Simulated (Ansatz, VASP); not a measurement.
# Sr (Sr(100)): VASP beside Ansatz, part 2 of 2

Wanted: the spread between two codes on one cell, functional and k mesh.

VASP 6.6.1 and Ansatz 0.2.0.

So far. Step 4 (Differences): The forces differ by 0.5 meV/Å r.m.s., which is 0.9 % of the r.m.s. force of 0.05 eV/Å (both taken over all components).

## 5. VASP: single point, LDA

Level of this step: LDA; plane waves and PAW (Sr_sv) (VASP).

With cell and atoms fixed, the geometry can't cause a difference; cores, projectors, grids and the points listed under the comparison can.

Contents of INCAR:

```
SYSTEM = Sr
PREC = Normal
ENCUT = 350
EDIFF = 1E-06
NELM = 120
ISMEAR = 1
SIGMA = 0.1
LREAL = .FALSE.
ALGO = Normal
GGA = CA
NBANDS = 43
LORBIT = 11
LWAVE = .FALSE.
LCHARG = .FALSE.
KPAR = 4
IDIPOL = 3
LDIPOL = .TRUE.
DIPOL = 0.5 0.5 0.5
LVHAR = .TRUE.
LVACPOTAV = .TRUE.
```

Contents of POSCAR:

```
Sr
1.0
    4.2992092296      0.0000000000      0.0000000000
    0.0000000000      4.2992092296      0.0000000000
    0.0000000000      0.0000000000     36.2400000000
Sr
7
Direct
    0.0000000000      0.0000000000      0.2483443709
    0.5000000000      0.5000000000      0.3322295806
    0.0000000000      0.0000000000      0.4161147903
    0.5000000000      0.5000000000      0.5000000000
    0.0000000000      0.0000000000      0.5838852097
    0.5000000000      0.5000000000      0.6677704194
    0.0000000000      0.0000000000      0.7516556291
```

Contents of KPOINTS:

```
Automatic mesh
0
Gamma
6 6 1
0 0 0
```

Potentials, in the order of the species: Sr_sv (PBE family, release 64).

Launch:

```sh
$ mpirun -np 4 vasp_std
```

Numbers of over 12 decimals in the logs are rounded to 6 here.

Output:

```text
[banner, memory and clock lines left out]
running    4 mpi-ranks, on    1 nodes
[...]
[... a notice as in an earlier step ...]

 LDA part: xc-table for (Slater(with rela. corr.)+CA(PZ))
 , standard interpolation
 POSCAR, INCAR and KPOINTS ok, starting setup
[...]
entering main loop
       N       E                     dE             d eps       ncg     rms          rms(c)
DAV:   1     0.366303766685E+03    0.36630E+03   -0.27600E+04  1180   0.944E+02
DAV:   2     0.308839849868E+02   -0.33542E+03   -0.33032E+03   973   0.260E+02
DAV:   3    -0.748813176304E+01   -0.38372E+02   -0.38030E+02  1213   0.532E+01
DAV:   4    -0.128556888275E+02   -0.53676E+01   -0.53243E+01  1501   0.202E+01
[...]
DAV:  32    -0.123116699810E+02   -0.17587E-05   -0.84277E-08   567   0.690E-04    0.228E-03
DAV:  33    -0.123116712770E+02   -0.12960E-05   -0.48720E-08   556   0.639E-04    0.147E-03
DAV:  34    -0.123116719930E+02   -0.71602E-06   -0.53099E-08   558   0.960E-04
 [... a notice as in an earlier step ...]

   1 F= -.12311672E+02 E0= -.12309350E+02  d E =-.696676E-02
```

From OUTCAR (step 5):

```text
  Total       -4.1477881     -4.1477881     -3.9742057      0.0000000     -0.0000000     -0.0000000
  in kB       -9.9211449     -9.9211449     -9.5059509      0.0000000     -0.0000000     -0.0000000
  external PRESSURE =      -9.7827469 kB  Pullay stress =       0.0000000 kB

 POSITION                                       TOTAL-FORCE (eV/Angst)
 -----------------------------------------------------------------------------------
      0.00000      0.00000      9.00000         0.000000      0.000000      0.243779
      2.14960      2.14960     12.04000         0.000000      0.000000     -0.052225
      0.00000      0.00000     15.08000        -0.000000     -0.000000      0.019695
      2.14960      2.14960     18.12000        -0.000000     -0.000000     -0.000000
      0.00000      0.00000     21.16000        -0.000000     -0.000000     -0.019695
      2.14960      2.14960     24.20000        -0.000000     -0.000000      0.052225
      0.00000      0.00000     27.24000        -0.000000      0.000000     -0.243779
 -----------------------------------------------------------------------------------
    total drift:                                0.000000      0.000000      0.000000

  FREE ENERGIE OF THE ION-ELECTRON SYSTEM (eV)
  ---------------------------------------------------
  free  energy   TOTEN  =       -12.3116719930 eV

  energy  without entropy=      -12.3047052285  energy(sigma->0) =      -12.30934974

[... 1 part as in an earlier step ...]

[... 2 further parts left out ...]
[key lines of the parts left out:]
E-fermi :  -0.2078
```

## 6. Ansatz: single point, LDA

The same cell, functional (in two slightly different forms), mesh and smearing now go to Ansatz, which takes its cutoff from its data sets.

Contents of input.yaml:

```yaml
crystal:
  lattice:
    - [4.2992092296, 0.0, 0.0]
    - [0.0, 4.2992092296, 0.0]
    - [0.0, 0.0, 36.24]
  atoms:
    - { symbol: Sr, position: [0.0, 0.0, 0.2483443709] }
    - { symbol: Sr, position: [0.5, 0.5, 0.3322295806] }
    - { symbol: Sr, position: [0.0, 0.0, 0.4161147903] }
    - { symbol: Sr, position: [0.5, 0.5, 0.5] }
    - { symbol: Sr, position: [0.0, 0.0, 0.5838852097] }
    - { symbol: Sr, position: [0.5, 0.5, 0.6677704194] }
    - { symbol: Sr, position: [0.0, 0.0, 0.7516556291] }
hamiltonian:
  xc: lda
  pseudopotentials: { kind: paw }
kpoints:
  mp_grid: { grid: [6, 6, 1] }
scf:
  occupations: { method: methfessel_paxton, width: 0.1 }
  n_extra_bands: 5
efield:
  axis: 3
  dipole_correction: true
  ramp_width: 0.04
output:
  forces: true
  eigenvalues: true
```

Launch:

```sh
$ ansatz run input.yaml --threads 4 --pin off --max-ram 9216MiB --backend cpu --events-out ev --progress --plain --runs-dir out
```

Output:

```text
[...]
Crystal: 7 atoms, lattice volume = 669.831 Å³
Basis set: ecut = 420 eV, 13033 PW (Γ)
Bands: 40, of which v1, the nominal top of the filled ones, is band 35 counted from 1 (34 counted from 0)
Symmetry: 8 space group operations
k-points: 10 of 36
[...]
k-point 0: bands = [... 31 lower, -0.6849, -0.0873, 0.5072, 0.9652, 2.1224, 2.1793, 2.1812, 2.2083, ... 1 higher]
  k-point 1: bands = [... 31 lower, -0.4341, 0.1510, 0.7435, 1.2135, 2.1124, 2.1865, 2.2851, 2.2918, ... 1 higher]
  k-point 2: bands = [... 31 lower, 0.1908, 0.6839, 1.1909, 1.5497, 1.8270, 1.8408, 2.0008, 2.2273, ... 1 higher]
  k-point 9: bands = [... 31 lower, 1.4121, 1.6373, 1.7008, 1.8243, 2.1033, 2.1033, 2.1369, 2.1369, ... 1 higher]
[key lines of the parts left out:]
SCF converged after 9 iterations
Free energy (F): -24108.944930 eV
Fermi energy:    1.796256 eV
Dipole field:    D = -0.000011 V/Å  (p = -0.000041 e·Å, saw-weighted, corrected)
Work function:   Φ+ = 2.5883 eV   Φ− = 2.5879 eV
```

Elapsed: 4.6 s, on 4 threads of Arm Neoverse V2, shared host; peak memory 0.85 GiB.

## 7. Differences

What differs besides the data sets and the points named for the pairs above, as far as they apply: the two LDA forms differ slightly. Total energies have different zeros and are not compared.

The two programs side by side:

```csv
quantity,Ansatz,VASP,difference
"work function, lower of the two faces (eV)",2.59,2.58,0.00
"work function, higher of the two faces (eV)",2.59,2.58,0.00
```

Forces (eV/Å; atoms numbered as in POSCAR):

```csv
atom,"Ansatz x, y, z","VASP x, y, z"
Sr1,"0.000, 0.000, 0.244","0.000, 0.000, 0.244"
Sr2,"0.000, 0.000, -0.052","0.000, 0.000, -0.052"
Sr3,"0.000, 0.000, 0.020","0.000, 0.000, 0.020"
Sr4,"0.000, 0.000, 0.000","0.000, 0.000, 0.000"
Sr5,"0.000, 0.000, -0.020","0.000, 0.000, -0.020"
Sr6,"0.000, 0.000, 0.052","0.000, 0.000, 0.052"
Sr7,"0.000, 0.000, -0.244","0.000, 0.000, -0.244"
```

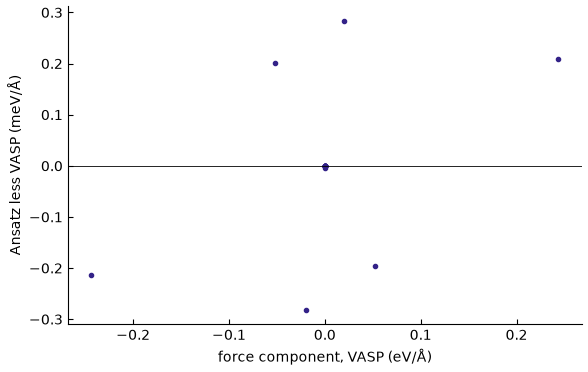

Difference of the force components against their size.

The forces differ by 0.1 meV/Å r.m.s., which is 0.2 % of the r.m.s. force of 0.08 eV/Å (both taken over all components).

## 8. Ansatz: single point, PBE

With cell and atoms fixed, the geometry can't cause a difference; cores, projectors, grids and the points listed under the comparison can.

Edit input.yaml of step 6 so:

```diff
@@ -14,3 +14,3 @@
 hamiltonian:
-  xc: lda
+  xc: pbe
   pseudopotentials: { kind: paw }
@@ -28 +28,5 @@
   eigenvalues: true
+  write_density: true
+  write_potential: true
+  elf: true
+  volumetric_format: npy
```

Output:

```text
[...]
Crystal: 7 atoms, lattice volume = 669.831 Å³
Basis set: ecut = 420 eV, 13033 PW (Γ), exchange–correlation on 60×60×486 points (8 copies of the dense FFT grid, shifted against one another)
Bands: 40, of which v1, the nominal top of the filled ones, is band 35 counted from 1 (34 counted from 0)
Symmetry: 8 space group operations
k-points: 10 of 36
[...]
k-point 0: bands = [... 31 lower, -0.4898, 0.1011, 0.6915, 1.1515, 2.3457, 2.3571, 2.3580, 2.4366, ... 1 higher]
  k-point 1: bands = [... 31 lower, -0.2395, 0.3395, 0.9271, 1.3961, 2.3171, 2.3913, 2.4683, 2.4806, ... 1 higher]
  k-point 2: bands = [... 31 lower, 0.3931, 0.8902, 1.4054, 1.7522, 1.9726, 1.9990, 2.1580, 2.3989, ... 1 higher]
  k-point 9: bands = [... 31 lower, 1.5947, 1.8227, 1.8731, 1.9983, 2.3182, 2.3182, 2.3433, 2.3433, ... 1 higher]
[key lines of the parts left out:]
SCF converged after 10 iterations
Free energy (F): -24808.693509 eV
Fermi energy:    1.955150 eV
Dipole field:    D = -0.000004 V/Å  (p = -0.000015 e·Å, saw-weighted, corrected)
Work function:   Φ+ = 2.4741 eV   Φ− = 2.4739 eV
```

Wall time 6.9 s (4 threads); peak memory 0.96 GiB; 27 s of CPU time.

## 9. VASP: single point, PBE

The same cell, functional, mesh and smearing now go to VASP, with its own data sets and cutoff.

Edit INCAR of step 5 so:

```diff
@@ -9,3 +9,3 @@
 ALGO = Normal
-GGA = CA
+GGA = PE
 NBANDS = 43
```

POSCAR is that of step 5.

KPOINTS is that of step 5.

Launch:

```sh
$ mpirun -np 4 vasp_std
```

Output:

```text
[banner, memory and clock lines left out]
running    4 mpi-ranks, on    1 nodes
[...]
LDA part: xc-table for (Slater+PW92), standard interpolation
 POSCAR, INCAR and KPOINTS ok, starting setup
[...]
entering main loop
       N       E                     dE             d eps       ncg     rms          rms(c)
DAV:   1     0.369529499848E+03    0.36953E+03   -0.27618E+04  1180   0.944E+02
DAV:   2     0.323973455952E+02   -0.33713E+03   -0.33199E+03   973   0.261E+02
DAV:   3    -0.587510518324E+01   -0.38272E+02   -0.37952E+02  1189   0.534E+01
DAV:   4    -0.110813363677E+02   -0.52062E+01   -0.51627E+01  1493   0.202E+01
[...]
DAV:  29    -0.106070234944E+02   -0.30478E-05   -0.32951E-07   610   0.181E-03    0.269E-03
DAV:  30    -0.106070254924E+02   -0.19980E-05   -0.22960E-07   567   0.200E-03    0.211E-03
DAV:  31    -0.106070261041E+02   -0.61165E-06   -0.67160E-08   583   0.953E-04
 [... a notice as in an earlier step ...]

   1 F= -.10607026E+02 E0= -.10602530E+02  d E =-.134891E-01
```

OUTCAR, selected parts (step 9):

```text
  Total       -1.2034157     -1.2034157     -1.1367358      0.0000000     -0.0000000      0.0000000
  in kB       -2.8784648     -2.8784648     -2.7189723      0.0000000     -0.0000000      0.0000000
  external PRESSURE =      -2.8253006 kB  Pullay stress =       0.0000000 kB

 POSITION                                       TOTAL-FORCE (eV/Angst)
 -----------------------------------------------------------------------------------
      0.00000      0.00000      9.00000        -0.000000     -0.000000      0.086376
      2.14960      2.14960     12.04000         0.000000      0.000000     -0.049019
      0.00000      0.00000     15.08000        -0.000000     -0.000000      0.019329
      2.14960      2.14960     18.12000        -0.000000     -0.000000      0.000000
      0.00000      0.00000     21.16000         0.000000      0.000000     -0.019329
      2.14960      2.14960     24.20000        -0.000000     -0.000000      0.049019
      0.00000      0.00000     27.24000         0.000000      0.000000     -0.086376
 -----------------------------------------------------------------------------------
    total drift:                                0.000000      0.000000      0.000000

  FREE ENERGIE OF THE ION-ELECTRON SYSTEM (eV)
  ---------------------------------------------------
  free  energy   TOTEN  =       -10.6070261041 eV

  energy  without entropy=      -10.5935370340  energy(sigma->0) =      -10.60252975

[... 2 parts as in an earlier step ...]

[... 1 further part left out ...]
[key lines of the parts left out:]
E-fermi :  -0.0480
```

## 10. Side by side

Both answers:

```csv
quantity,Ansatz,VASP,difference
"work function, lower of the two faces (eV)",2.47,2.47,+0.01
"work function, higher of the two faces (eV)",2.47,2.47,+0.01
```

Forces (eV/Å; atoms numbered as in POSCAR):

```csv
atom,"Ansatz x, y, z","VASP x, y, z"
Sr1,"0.000, 0.000, 0.087","0.000, 0.000, 0.086"
Sr2,"0.000, 0.000, -0.049","0.000, 0.000, -0.049"
Sr3,"0.000, 0.000, 0.019","0.000, 0.000, 0.019"
Sr4,"0.000, 0.000, 0.000","0.000, 0.000, 0.000"
Sr5,"0.000, 0.000, -0.019","0.000, 0.000, -0.019"
Sr6,"0.000, 0.000, 0.049","0.000, 0.000, 0.049"
Sr7,"0.000, 0.000, -0.087","0.000, 0.000, -0.086"
```

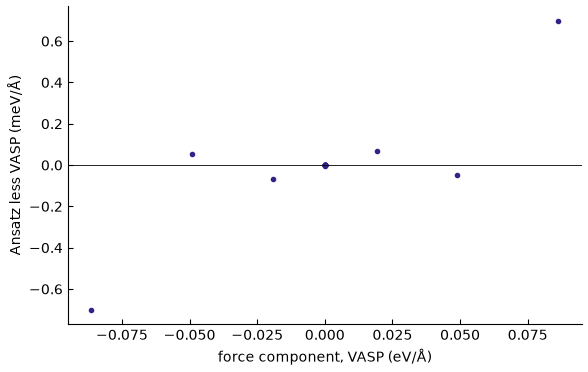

Difference of the force components against their size.

The forces differ by 0.2 meV/Å r.m.s., which is 0.7 % of the r.m.s. force of 0.03 eV/Å (both taken over all components).

## 11. Outcome

| Property | Result |
| --- | --- |
| r.m.s. force difference (single point, PBEsol) | 0.46 meV/Å |
| r.m.s. force difference (single point, LDA) | 0.12 meV/Å |
| r.m.s. force difference (single point, PBE) | 0.22 meV/Å |

In words: The r.m.s. force difference is 0.46 meV/Å (single point, PBEsol), within the 12 meV/Å picked in this series as the mark of a large difference. 1 further run on this material is not shown. How closely two codes agree says nothing of how well the functional describes the real material.

[Lines on the potential files, build, host, timing and source positions are cut from VASP's logs without a mark.]

[Logs are printed without paths, hosts, clocks, repeated set-up lines and the standing remarks that a program may print on its own settings, such as how far it seeks lower states.]

[Hosts, paths, dates, database ids (printed as entryN), source tags and the programs' standing remarks are cut or masked in the printed files.]
